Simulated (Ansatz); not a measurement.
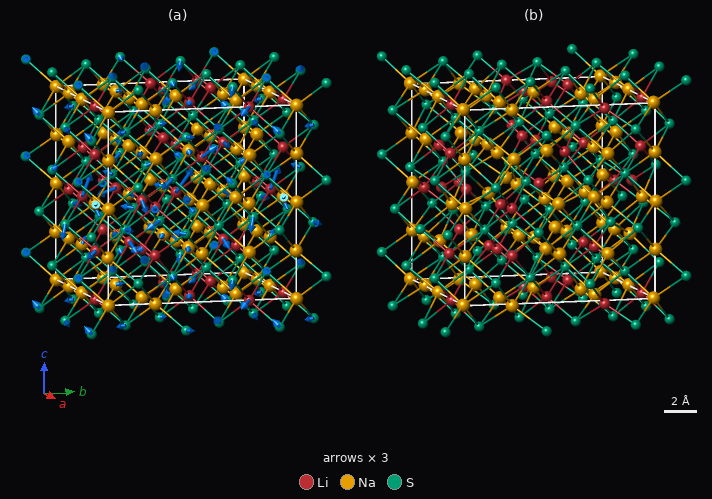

The structure of crystalline Li₂₄Na₄₀S₃₂ (a generated structure) before (left) and after (right) a relaxation, at one scale. The blue arrows give the displacements (the part carried along by the change of the cell is left out), magnified 3 times.

A ball-and-stick model of the cell of the calculation (origin shifted), seen slightly off an axis.

Computed with DFT, PBEsol, PAW, plane waves (Ansatz 0.2.0). Set-up: plane-wave cutoff 420 eV; k-point mesh 1 × 1 × 1; mesh shifted by (0.25, 0.25, 0.25); no spin polarisation; cell relaxed at fixed shape; force threshold 0.03 eV/Å; at most 80 steps.

Question: Summarise the run.

Answer: The atom that moves furthest relative to the cell is a Li atom (0.75 Å roughly along [−1 1 1]). By element the largest moves are Li 0.75 Å, S 0.44 Å, Na 0.30 Å. The volume changes by +3.5 %, with a = b = c 12.359 → 12.502 Å (+1.2 %). Some distances before and after: Li–S 2.690 → 3.850 Å, Li–S 2.691 → 3.674 Å, Li–S 2.699 → 3.612 Å, Li–S 2.687 → 3.533 Å. Bonds break, among them: Li–S (2.62 → 3.44 Å), Li–S (2.69 → 3.53 Å), Li–S (2.69 → 3.67 Å), Li–S (2.69 → 3.85 Å). Bond angles that change, for instance: S–Na–S 109.6° → 95.9°, S–Na–S 109.8° → 123.2°, S–Na–S 108.5° → 121.8°. The space group stays P1 (No. 1). The energy falls by 30.5 meV per atom in 7 geometry steps. The largest force component goes from 1.2 to 0.011 eV/Å. Pressure: 1.30 GPa at the start and 0.00 GPa at the end.
